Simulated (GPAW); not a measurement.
# TiAs (P6_3/mmc): the Ti K absorption edge

Aim: the near-edge shape at the Ti K edge of TiAs (P6_3/mmc), and what the core hole does to it.

Calculated with GPAW 26.7.0; X-ray absorption from dipole matrix elements to empty bands, plane-wave PAW LDA.

### 1. Starting point

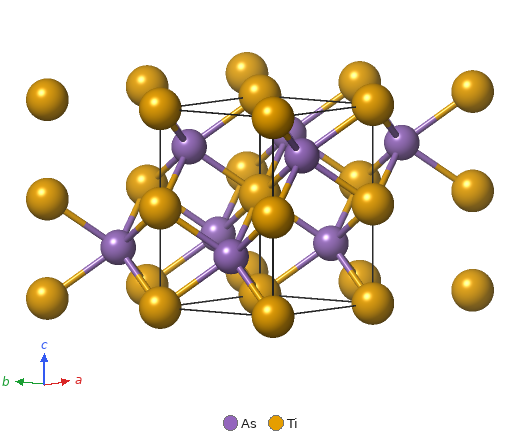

The starting structure, seen from a free direction (arsenic purple, titanium orange). 2×2×1 cells are drawn. Bonds to atoms that aren't drawn are left out. Some periodic images of atoms are drawn too.

Structure file:

```xyz
4
Lattice="3.6802 0.0000 0.0000 -1.8401 3.1871 0.0000 0.0000 0.0000 6.0237" Properties=species:S:1:pos:R:3 pbc="T T T"
As    0.0000    2.1248    1.5059
As    1.8401    1.0624    4.5178
Ti    0.0000    0.0000    0.0000
Ti    0.0000    0.0000    3.0118
```

### 2. The field without a hole

The ground state comes first: it tells whether the system has a gap, which decides how the excited electron is treated.

File scf.py:

```python
import numpy as np
from ase import Atoms
from ase.parallel import parprint, paropen
from gpaw import GPAW, PW, FermiDirac, Mixer, MixerDif, setup_paths
from gpaw.test import gen
setup_paths.insert(0, '.')
gen('Ti', name='nch1s', xcname='LDA', corehole=(1, 0, 0), write_xml=True)
from gpaw.mpi import world
world.barrier()

atoms = Atoms('As2Ti2',
    cell=[[3.6801875, 0, 0],
     [-1.84009375, 3.18713587, 0],
     [0, 0, 6.02366704]],
    scaled_positions=[[0.33333333, 0.66666667, 0.25],
     [0.66666667, 0.33333333, 0.75],
     [0, 0, 0],
     [0, 0, 0.5]],
    pbc=True)
atoms.calc = calc = GPAW(legacy_gpaw=True, mode=PW(430, force_complex_dtype=True), xc='LDA', setups={2: 'nch1s'},
    kpts={'size': (8, 8, 4), 'gamma': True}, occupations=FermiDirac(0.05),
    charge=0, mixer=Mixer(0.1, 5, 50), maxiter=150,
    convergence={'density': 0.0001, 'eigenstates': 1e-6}, txt='scf.txt')
energy = atoms.get_potential_energy() + calc.get_reference_energy()
ef = calc.get_fermi_level()
out = dict(energy=energy, fermi=ef, forces=atoms.get_forces().tolist())
parprint(f'all-electron energy {energy:.4f} eV, Fermi level {ef:.4f} eV')
ev = np.array([[calc.get_eigenvalues(k, s) for k in range(len(calc.get_ibz_k_points()))] for s in range(calc.get_number_of_spins())])
out['homo'], out['lumo'], out['counts'] = ev[ev < ef].max(), ev[ev > ef].min(), sorted(set((ev < ef).sum((0, 2)).tolist()))
out['filled'] = (ev[:, 0] < ef).sum(1).tolist()
import json
with paropen('out.json', 'w') as f:
    json.dump(out, f)
```

The run is started by

```sh
$ OMP_NUM_THREADS=1 mpirun -n 4 gpaw python scf.py
```

Numbers of over 12 decimals in the logs are rounded to 6 here.

The log of the run:

```text
Input parameters:
  convergence: {density: 0.0001,
                eigenstates: 1e-06}
  kpts: {gamma: True,
         size: (8, 8, 4)}
  maxiter: 150
  mixer: {backend: pulay,
          beta: 0.1,
          method: separate,
          nmaxold: 5,
          weight: 50}
  mode: {ecut: 430.0,
         force_complex_dtype: True,
         name: pw}
  occupations: {fixmagmom: False,
                name: fermi-dirac,
                width: 0.05}
  setups: {2: nch1s}

Initialize ...

[... PAW data sets ...]

Reference energy: -169187.713760  # eV

Spin-paired calculation

[... convergence settings ...]
Symmetries present (total): 4
  [... symmetry matrices ...]

256 k-points: 8 x 8 x 4 Monkhorst-Pack grid + [1/16,1/16,1/8]
78 k-points in the irreducible part of the Brillouin zone
       k-points in crystal coordinates                weights
   0:     0.00000000    0.00000000    0.00000000          1/256
   1:     0.00000000    0.00000000    0.25000000          2/256
   2:     0.00000000    0.00000000    0.50000000          1/256
   3:     0.00000000    0.12500000   -0.25000000          2/256
   4:     0.00000000    0.12500000    0.00000000          2/256
   5:     0.00000000    0.12500000    0.25000000          2/256
   6:     0.00000000    0.12500000    0.50000000          2/256
   7:     0.00000000    0.25000000   -0.25000000          2/256
   8:     0.00000000    0.25000000    0.00000000          2/256
   9:     0.00000000    0.25000000    0.25000000          2/256
          ...
  77:     0.50000000    0.50000000    0.50000000          2/256

Wave functions: Plane wave expansion
  Cutoff energy: 430.000 eV
  Number of coefficients (min, max): 1401, 1448
  Pulay-stress correction: 0.000000 eV/Ang^3 (de/decut=0.000000)
  Using FFTW library
  Wavefunction extrapolation:
    Improved wavefunction reuse through dual PAW basis

Occupation numbers: Fermi-Dirac:
  width: 0.0500  # eV

Eigensolver
   Davidson(niter=2)

Densities:
  Coarse grid: 18*18*30 grid
  Fine grid: 36*36*60 grid
  Total Charge: 0.000000

Density mixing:
  Method: separate
  Backend: pulay
  Linear mixing parameter: 0.1
  old densities: 5
  Width of damping distribution: 1.1
  Damping of long wavelength oscillations: 50

[... Hamiltonian set-up ...]
Number of atoms: 4
Number of atomic orbitals: 34
Number of bands in calculation: 25
Number of valence electrons: 34
Bands to converge: occupied

... initialized

Initializing position-dependent things.

Density initialized from atomic densities
Creating initial wave functions:
  25 bands from LCAO basis set

            As

       Tis

       Ti

Atomic positions and initial magnetic moments

Positions:
   0 As    -0.000000    2.124757    1.505917    ( 0.0000,  0.0000,  0.0000)
   1 As     1.840094    1.062379    4.517750    ( 0.0000,  0.0000,  0.0000)
   2 Ti     0.000000    0.000000    0.000000    ( 0.0000,  0.0000,  0.0000)
   3 Ti     0.000000    0.000000    3.011834    ( 0.0000,  0.0000,  0.0000)

Unit cell:
           periodic     x           y           z      points  spacing
  1. axis:    yes    3.680188    0.000000    0.000000    18     0.1771
  2. axis:    yes   -1.840094    3.187136    0.000000    18     0.1771
  3. axis:    yes    0.000000    0.000000    6.023667    30     0.2008

  Lengths:   3.680188   3.680188   6.023667
  Angles:   90.000000  90.000000 120.000000

Effective grid spacing dv^(1/3) = 0.1937

iter:   1   -29.963828
iter:   2   -29.792265   -1.39  -1.25
iter:   3   -29.577725   -1.18  -1.31
iter:   4   -29.594125   -2.45  -1.52
iter:   5   -29.566062   -2.05  -1.49
iter:   6   -29.611478   -1.31  -2.00
iter:   7   -29.553402   -2.70  -1.96
iter:   8   -29.538467   -2.32  -2.27
iter:   9   -29.539009c  -3.13  -2.98
iter:  10   -29.538515c  -4.30  -3.00
iter:  11   -29.538511c  -5.39  -3.25
iter:  12   -29.538637c  -4.32  -3.30
iter:  13   -29.538469c  -4.69  -3.35
iter:  14   -29.538477c  -6.43c -3.85
iter:  15   -29.538478c  -7.08c -4.55c

Converged after 15 iterations.

Dipole moment: (-0.000000, -0.000000, -0.000000) |e|*Ang

Energy contributions relative to reference atoms: (reference = -169187.713760)

Kinetic:        +38.071204
Potential:      -36.580862
External:        +0.000000
XC:             -30.939265
Entropy (-ST):   -0.022883
Local:           -0.078114
SIC:             +0.000000
--------------------------
Free energy:    -29.549920
Extrapolated:   -29.538478

Showing only first 2 kpts
 Kpt  Band  Eigenvalues  Occupancy
  0    15      8.09712    1.96216
  0    16      8.25521    1.37420
  0    17      8.25521    1.37419
  0    18      9.12261    0.00000

  1    15      7.35107    2.00000
  1    16      8.25860    1.34473
  1    17      8.25862    1.34454
  1    18      8.80313    0.00008

Fermi level: 8.29454

No gap
No difference between direct/indirect transitions

Forces in eV/Ang:
  0 As    0.00000    0.00001   -0.00062
  1 As    0.00000   -0.00001    0.00062
  2 Ti    0.00000    0.00000    0.00000
  3 Ti    0.00000    0.00000    0.00000
Scalar-relativistic atomic LDA calculation for Ti (Titanium, Z=22)
Core hole in 1s state (1s occupation: 2.0)
600 radial gridpoints.
|------------------------------------------------|
|------------------------------------------------|
[... the atom generator's iteration count ...]

Energy contributions:
-------------------------
Kinetic:     +858.169401
XC:           -40.035523
Potential:  -1669.760805
-------------------------
Total:       -851.626927

state      eigenvalue         ekin         rmax
-----------------------------------------------
1s^2.0 :  -178.412898   235.142209        0.046
2s^2.0 :   -19.674824    40.676506        0.270
2p^6.0 :   -16.315972    39.591103        0.219
3s^2.0 :    -2.287902     8.427789        0.869
3p^6.0 :    -1.425558     7.161594        0.900
3d^2.0 :    -0.164024     3.704740        0.977
4s^2.0 :    -0.168799     0.875365        2.882
4p^0.0 :    -0.056429     0.465286        3.811
-----------------------------------------------
(units: Bohr and Hartree)

Generating PAW setup
Kinetic energy of the core from tauc = 793.509929
Cutoffs:
rc(s)=2.400
rc(p)=2.000
rc(d)=2.000
rc(vbar)=1.800
rc(comp)=2.300
rc(nct)=2.400

Kinetic energy of the core states: 789.184048
Charge: 0.0
Core electrons: 10.0
Valence electrons: 12.0
Pseudo-core charge: 0.000001
Shape function alpha=1.890
Pseudo-electron charge 6.382666
state    eigenvalue         norm
--------------------------------
3s(2) :    -2.287902     0.302066
4s(2) :    -0.168799     0.990650
3p(6) :    -1.425558     0.436626
4p(0) :    -0.056429     0.981035
3d(2) :    -0.164024     0.588737
*d    :     0.835976
--------------------------------

Diagonalizing with gridspacing h=0.050

state   all-electron     PAW
-------------------------------
3s:      -2.287902    -2.288205
3p:      -1.425558    -1.426242
3d:      -0.164024    -0.164519
*f:                    0.065395
-------------------------------
all-electron energy -169217.2522 eV, Fermi level 8.2945 eV
```

The job ended after 17 s (4 MPI ranks of Intel Xeon Platinum 8488C (Sapphire Rapids), shared host; peak memory 0.2 GiB; 68 s of CPU time).

The mesh shows no gap, so the system is treated as a metal and the core electron is put at the Fermi level (neutral cell).

### 3. Spectrum without a core hole, Ti atom 3

Without a hole the spectrum is the empty density of states of the right symmetry on the absorber, weighted by matrix elements. It needs only the small cell and serves as the baseline. The data set with a hole of occupation 0 only carries the core orbital.

The absorber has 6 As at 2.60 Å and 2 Ti at 3.01 Å (8-fold, site symmetry -3m).

File xas.py:

```python
import numpy as np
from ase import Atoms
from ase.parallel import parprint, paropen
from gpaw import GPAW, PW, FermiDirac, Mixer, MixerDif, setup_paths
from gpaw.test import gen
setup_paths.insert(0, '.')
gen('Ti', name='nch1s', xcname='LDA', corehole=(1, 0, 0), write_xml=True)
from gpaw.mpi import world
world.barrier()

atoms = Atoms('As2Ti2',
    cell=[[3.6801875, 0, 0],
     [-1.84009375, 3.18713587, 0],
     [0, 0, 6.02366704]],
    scaled_positions=[[0.33333333, 0.66666667, 0.25],
     [0.66666667, 0.33333333, 0.75],
     [0, 0, 0],
     [0, 0, 0.5]],
    pbc=True)
atoms.calc = calc = GPAW(legacy_gpaw=True, mode=PW(430, force_complex_dtype=True), xc='LDA', setups={2: 'nch1s'},
    kpts={'size': (11, 11, 6), 'gamma': True}, occupations=FermiDirac(0.1),
    charge=0, mixer=Mixer(0.1, 5, 50), maxiter=150,
    convergence={'density': 0.0001, 'eigenstates': 1e-6}, txt='scf.txt')
energy = atoms.get_potential_energy() + calc.get_reference_energy()
ef = calc.get_fermi_level()
out = dict(energy=energy, fermi=ef, forces=atoms.get_forces().tolist())
parprint(f'all-electron energy {energy:.4f} eV, Fermi level {ef:.4f} eV')
ev = np.array([[calc.get_eigenvalues(k, s) for k in range(len(calc.get_ibz_k_points()))] for s in range(calc.get_number_of_spins())])
out['homo'], out['lumo'], out['counts'] = ev[ev < ef].max(), ev[ev > ef].min(), sorted(set((ev < ef).sum((0, 2)).tolist()))
out['filled'] = (ev[:, 0] < ef).sum(1).tolist()

from ase.units import Ha
from gpaw.xas import dipole_matrix_elements
nb = int(calc.get_number_of_electrons() / 2) + 55
top, nb = nb, nb + 8 + nb // 12
nscf = calc.fixed_density(kpts={'size': (8, 8, 5), 'gamma': True}, nbands=nb,
    convergence={'bands': top, 'eigenstates': 5e-3}, maxiter=60, txt='nscf.txt')
cell = atoms.cell.array
ops = [cell.T @ U.T @ np.linalg.inv(cell.T) for U in nscf.wfs.kd.symmetry.op_scc]
E = np.arange(-25, 34, 0.1)
fwhm = np.interp(E, [4, 25], [0.94, 3.5])
Y, X, zero, highest = 0, 0, 1e9, 1e9
for spin in range(nscf.get_number_of_spins()):
    wfs = nscf.wfs
    mine = wfs.bd.get_slice()  # this rank's bands
    A = dipole_matrix_elements(wfs.setups[2])
    eps = np.zeros((wfs.kd.nibzkpts, nb))
    d = np.zeros((3, A.shape[1], wfs.kd.nibzkpts, nb), complex)
    for kpt in wfs.kpt_u:
        if kpt.s == spin and 2 in kpt.P_ani:
            eps[kpt.k, mine] = kpt.eps_n * Ha
            d[:, :, kpt.k, mine] = (kpt.weight * wfs.nspins / 2) ** 0.5 * np.inner(A, kpt.P_ani[2])
    world.sum(eps)
    world.sum(d)
    T = np.einsum('amkn,bmkn->abkn', d, d.conj()).real
    T = sum(np.einsum('ai,ijkn,bj->abkn', R, T, R) for R in ops) / len(ops)
    empty = eps > ef
    zero, highest = min(zero, eps[empty].min()), min(highest, eps[:, top - 1].min())
    lines = [(eps, T, empty)] if spin == 0 else lines + [(eps, T, empty)]
for eps, T, empty in lines:
    f = np.einsum('aakn->akn', T).reshape(3, -1)
    x = eps.ravel() - zero
    w = np.interp(x, E, fwhm) / 2.35482
    g = np.exp(-0.5 * ((E[:, None] - x) / w) ** 2) / (w * (2 * np.pi) ** 0.5)
    Y = Y + (f * empty.ravel()) @ g.T
    X = X + (f * ~empty.ravel()) @ g.T
out.update(E=E.round(2).tolist(), xas=Y.tolist(), xes=X.tolist(), zero=zero, valid=highest - zero, nk=len(eps), nb=nb)
for i in range(0, len(E), 10):
    parprint(f'{E[i]:7.2f}', *(f'{v:10.3e}' for v in Y[:, i]))
import json
with paropen('out.json', 'w') as f:
    json.dump(out, f)
```

The run is started by

```sh
$ OMP_NUM_THREADS=1 mpirun -n 4 gpaw python xas.py
```

The log of the run:

```text
Input parameters:
  convergence: {density: 0.0001,
                eigenstates: 1e-06}
  kpts: {gamma: True,
         size: (11, 11, 6)}
  maxiter: 150
  mixer: {backend: pulay,
          beta: 0.1,
          method: separate,
          nmaxold: 5,
          weight: 50}
  mode: {ecut: 430.0,
         force_complex_dtype: True,
         name: pw}
  occupations: {fixmagmom: False,
                name: fermi-dirac,
[...]
*d    :     0.835976
--------------------------------

Diagonalizing with gridspacing h=0.050

state   all-electron     PAW
-------------------------------
3s:      -2.287902    -2.288205
3p:      -1.425558    -1.426242
3d:      -0.164024    -0.164519
*f:                    0.065395
-------------------------------
all-electron energy -169217.2455 eV, Fermi level 8.3041 eV
[...]
32.00  4.061e-07  4.061e-07  5.689e-07
  33.00  4.047e-07  4.047e-07  5.293e-07
[key lines of the parts left out:]
Converged after 16 iterations.
Dipole moment: (-0.000000, -0.000000, -0.000000) |e|*Ang
Free energy:    -29.582111
Fermi level: 8.30406
```

The job ended after 62 s (4 MPI ranks; peak memory 0.38 GiB; 4.1 min of CPU time).

The Ti K spectrum, Ti atom 3, no core hole (energy from the lowest empty level; intensity scaled to a mean of 1 over the first 20 eV; polarised curves are means over the symmetry-equivalent atoms):

| E (eV) | isotropic | ε ⊥ c | ε ∥ c |
| --- | --- | --- | --- |
| -2.0 | 0.00 | 0.00 | 0.00 |
| -0.5 | 0.02 | 0.02 | 0.03 |
| 1.0 | 0.30 | 0.37 | 0.14 |
| 2.5 | 0.44 | 0.59 | 0.15 |
| 4.0 | 0.53 | 0.58 | 0.45 |
| 5.5 | 0.45 | 0.47 | 0.40 |
| 7.0 | 1.02 | 1.12 | 0.81 |
| 8.5 | 1.68 | 1.65 | 1.74 |
| 10.0 | 1.60 | 1.57 | 1.65 |
| 11.5 | 1.13 | 1.03 | 1.33 |
| 13.0 | 1.16 | 1.07 | 1.36 |
| 14.5 | 1.15 | 1.12 | 1.20 |
| 16.0 | 1.18 | 1.22 | 1.12 |
| 17.5 | 1.23 | 1.24 | 1.23 |
| 19.0 | 1.25 | 1.25 | 1.24 |
| 20.5 | 1.22 | 1.27 | 1.11 |
| 22.0 | 1.12 | 1.20 | 0.97 |
| 23.5 | 1.04 | 1.13 | 0.87 |
| 25.0 | 0.98 | 1.04 | 0.85 |
| 26.5 | 0.95 | 0.96 | 0.92 |
| 28.0 | 0.98 | 0.94 | 1.05 |
| 29.5 | 1.00 | 0.92 | 1.15 |
| 31.0 | 0.96 | 0.85 | 1.18 |

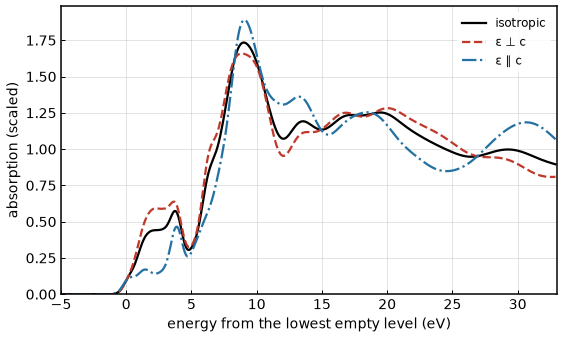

The Ti K edge, Ti atom 3, no core hole: main maxima at 9.0, 13.5 and 19.5 eV.

Main maxima below 30 eV (height): 3.7 eV (0.57), 9.0 eV (1.73), 13.5 eV (1.19), 19.5 eV (1.25) and 29.3 eV (1.00). A K edge sees empty p states, which here mix into the lowest empty bands, so that weight starts at the zero.

The same matrix elements for filled bands give the Ti K emission of Ti atom 3 (ground-state approximation; energy from the lowest empty level, largest value 1):

| E (eV) | emission |
| --- | --- |
| -24.0 | 0.00 |
| -22.5 | 0.00 |
| -21.0 | 0.00 |
| -19.5 | 0.00 |
| -18.0 | 0.00 |
| -16.5 | 0.00 |
| -15.0 | 0.00 |
| -13.5 | 0.00 |
| -12.0 | 0.09 |
| -10.5 | 0.34 |
| -9.0 | 0.00 |
| -7.5 | 0.00 |
| -6.0 | 0.02 |
| -4.5 | 0.40 |
| -3.0 | 0.80 |
| -1.5 | 0.25 |
| 0.0 | 0.04 |
| 1.5 | 0.00 |
| 3.0 | 0.00 |

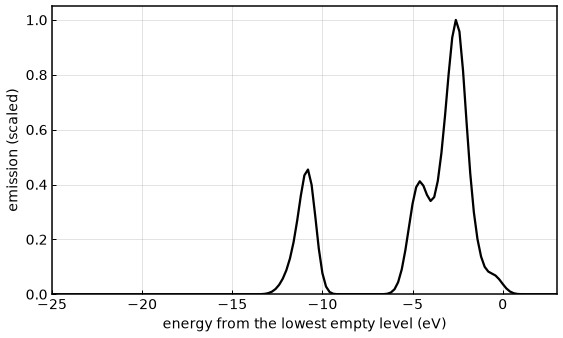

X-ray emission from the filled bands.

Emission maxima: -10.8 eV (0.45), -4.6 eV (0.41) and -2.6 eV (1.00).

### 4. Reference energy of the supercell

The photon energy needs a difference of total energies, so the cell and mesh of the coming hole run are first run without a hole.

Edit scf.py of step 2 so:

```diff
@@ -10,13 +10,21 @@
 
-atoms = Atoms('As2Ti2',
-    cell=[[3.6801875, 0, 0],
-     [-1.84009375, 3.18713587, 0],
-     [0, 0, 6.02366704]],
-    scaled_positions=[[0.33333333, 0.66666667, 0.25],
-     [0.66666667, 0.33333333, 0.75],
+atoms = Atoms('As6Ti6',
+    cell=[[-5.52028125, 3.18713587, 0],
+     [-5.52028125, -3.18713587, 0],
+     [3.6801875, 0, 6.02366704]],
+    scaled_positions=[[0.41666667, 0.75, 0.25],
+     [0.75, 0.08333333, 0.25],
+     [0.08333333, 0.41666667, 0.25],
+     [0.25, 0.91666667, 0.75],
+     [0.58333333, 0.25, 0.75],
+     [0.91666667, 0.58333333, 0.75],
      [0, 0, 0],
-     [0, 0, 0.5]],
+     [0.33333333, 0.33333333, 0],
+     [0.66666667, 0.66666667, 0],
+     [0.16666667, 0.16666667, 0.5],
+     [0.5, 0.5, 0.5],
+     [0.83333333, 0.83333333, 0.5]],
     pbc=True)
-atoms.calc = calc = GPAW(legacy_gpaw=True, mode=PW(430, force_complex_dtype=True), xc='LDA', setups={2: 'nch1s'},
-    kpts={'size': (8, 8, 4), 'gamma': True}, occupations=FermiDirac(0.05),
+atoms.calc = calc = GPAW(legacy_gpaw=True, mode=PW(430, force_complex_dtype=True), xc='LDA', setups={6: 'nch1s'},
+    kpts={'size': (5, 5, 5), 'gamma': True}, occupations=FermiDirac(0.1),
     charge=0, mixer=Mixer(0.1, 5, 50), maxiter=150,
```

The run is started by

```sh
$ OMP_NUM_THREADS=1 mpirun -n 4 gpaw python scf.py
```

The log of the run:

```text
Input parameters:
  convergence: {density: 0.0001,
                eigenstates: 1e-06}
  kpts: {gamma: True,
         size: (5, 5, 5)}
  maxiter: 150
  mixer: {backend: pulay,
          beta: 0.1,
          method: separate,
          nmaxold: 5,
          weight: 50}
  mode: {ecut: 430.0,
         force_complex_dtype: True,
         name: pw}
  occupations: {fixmagmom: False,
                name: fermi-dirac,
[...]
4s(2) :    -0.168799     0.990650
3p(6) :    -1.425558     0.436626
4p(0) :    -0.056429     0.981035
3d(2) :    -0.164024     0.588737
*d    :     0.835976
--------------------------------

Diagonalizing with gridspacing h=0.050

state   all-electron     PAW
-------------------------------
3s:      -2.287902    -2.288205
3p:      -1.425558    -1.426242
3d:      -0.164024    -0.164519
*f:                    0.065395
-------------------------------
all-electron energy -507651.7251 eV, Fermi level 8.3052 eV
[key lines of the parts left out:]
Converged after 18 iterations.
Dipole moment: (0.000000, -0.000000, -0.000000) |e|*Ang
Free energy:    -88.740698
Fermi level: 8.30524
```

The job ended after 2 min (4 MPI ranks; peak memory 0.37 GiB; 7.8 min of CPU time).

Reference energy: -507651.725 eV with the cores included.

(Continued in part 2 of 2.)

[Banner, clock and machine lines of the logs are left out without a mark of their own.]

[Logs are printed without paths, hosts, clocks, repeated set-up lines and the standing remarks that a program may print on its own settings, such as how far it seeks lower states.]

[Hosts, paths, dates, database ids (printed as entryN), source tags and the programs' standing remarks are cut or masked in the printed files.]

[Lists of maxima count a maximum above −3 eV only where it reaches 4 % of the highest in the window and stands out from its surroundings by 2 % of it (1.5 % where it reaches 55 %); shoulders and weaker maxima are passed over, and of the rest the first, up to two pre-edge ones and the few strongest are named.]
